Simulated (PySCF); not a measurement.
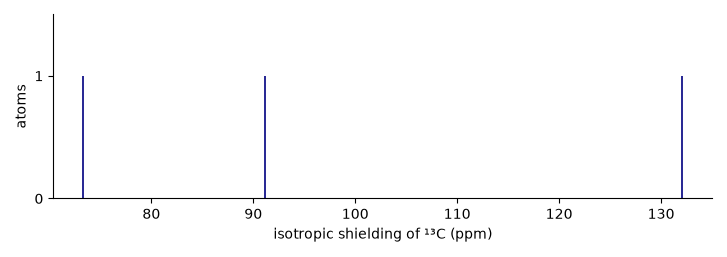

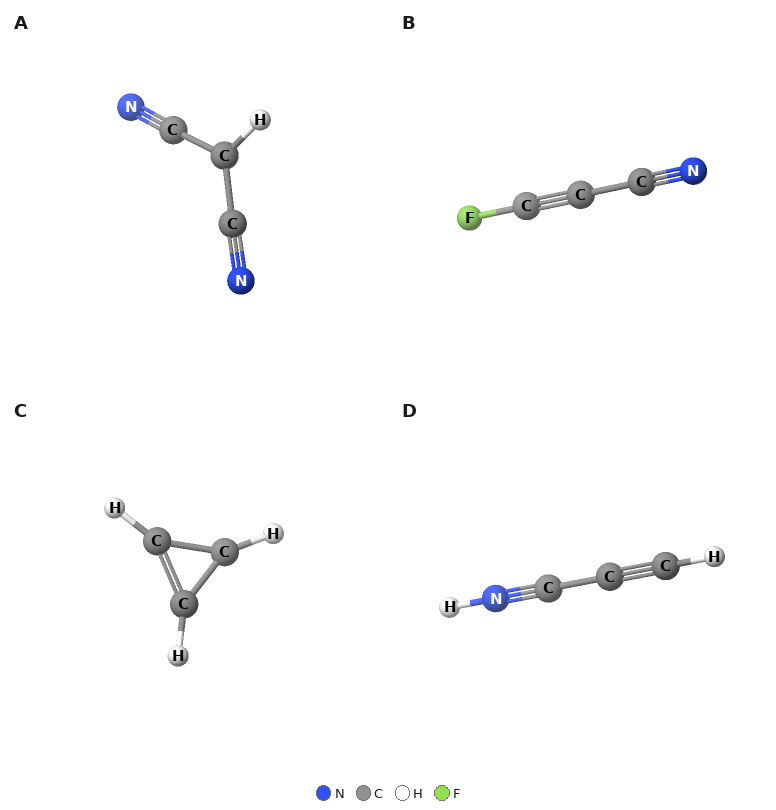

The sticks are computed shieldings of one of the molecules, for one fixed geometry (GFN2-xTB) without averaging over rotations. Low shielding means a high chemical shift. Method: GIAO PBE0/pcSseg-1 NMR shielding, non-relativistic, gas phase (PySCF 2.14.0).

Match the spectrum to a structure.

Answer. D, `C#CC#[NH+]`. Its 3 C atoms give lines at 73.3, 91.2, 132.1 ppm.
